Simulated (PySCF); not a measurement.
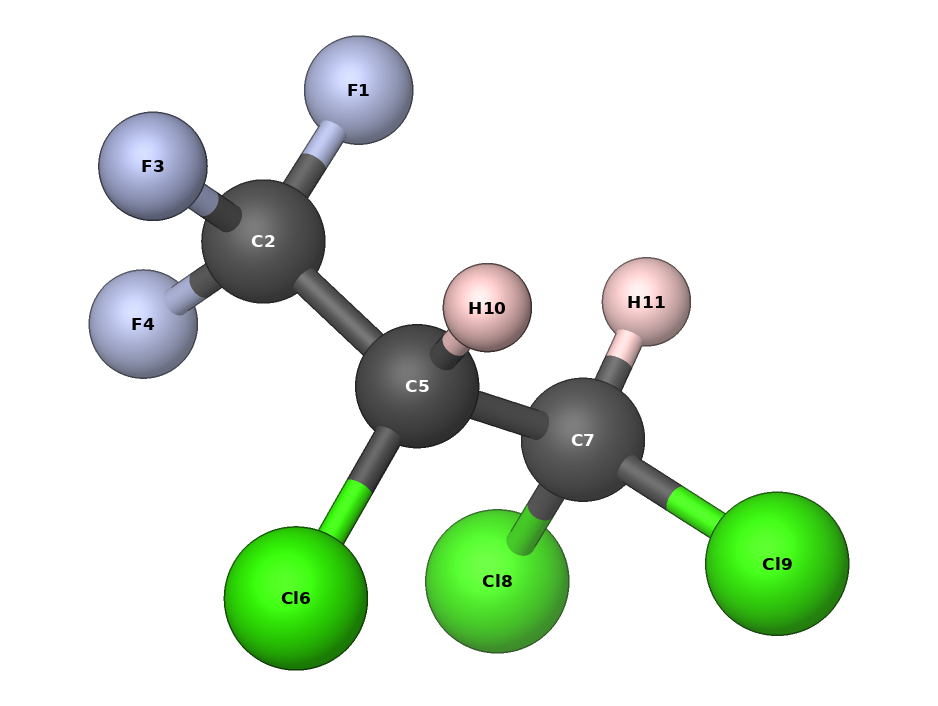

The geometry was computed by an optimisation with PBE0-D3(BJ)/def2-SVP. No frequency run is at hand to confirm it as a minimum. Electric field gradients from the ground-state density, PBE0/pcSseg-1 in acetonitrile (IEF-PCM) (PySCF 2.14.0), non-relativistic apart from any core potentials.

Give the largest field-gradient component, the quadrupole coupling constant and the asymmetry for 35Cl at Cl6 (Q = −81.7 mb), 35Cl at Cl8 (Q = −81.7 mb), 35Cl at Cl9 (Q = −81.7 mb), 2H at H10 (Q = 2.86 mb), 2H at H11 (Q = 2.86 mb).

| atom | V_zz (a.u.) | e²qQ/h (MHz) | η |
| --- | --- | --- | --- |
| Cl6 | 4.272 | −82.0 | 0.04 |
| Cl8 | 4.183 | −80.3 | 0.04 |
| Cl9 | 4.232 | −81.2 | 0.04 |
| H10 | 0.264 | 0.177 | 0.01 |
| H11 | 0.267 | 0.180 | 0.01 |
